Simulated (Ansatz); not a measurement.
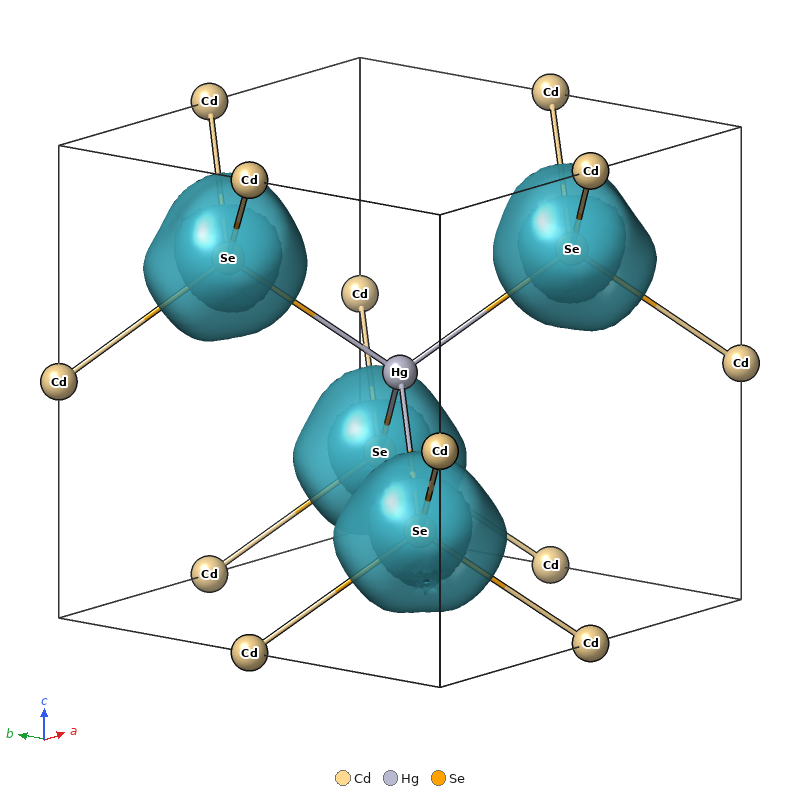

*Cd₃HgSe₄. Isosurface of the electron localisation function at 0.75 (cyan), seen at an oblique angle. Only the valence region is drawn (cores and ρ < 0.01 e/Å³ removed). Sticks mark near contacts.*

Space group P-43m; a structure generated by program, which may or may not match a known phase; computed pressure about −4 GPa in this cell.

The calculation used DFT LDA, scalar-relativistic, plane waves, PAW (Ansatz).

Core electrons are frozen (PAW), and the valence fields are smoothed inside the atomic spheres.

What do the ELF domains correspond to?

Answer. The surface consists of four regions wrapped around Se (the valence shell of each), counted in one cell of 8 atoms. Regions shared between cells count once.

Values along the shortest contacts:
Cd–Se (2.68 Å): the ELF is about 0.40 at the midpoint and 0.15 at its lowest between the atoms. Hg–Se (2.71 Å): the ELF is about 0.35 at the midpoint and 0.20 at its lowest between the atoms.
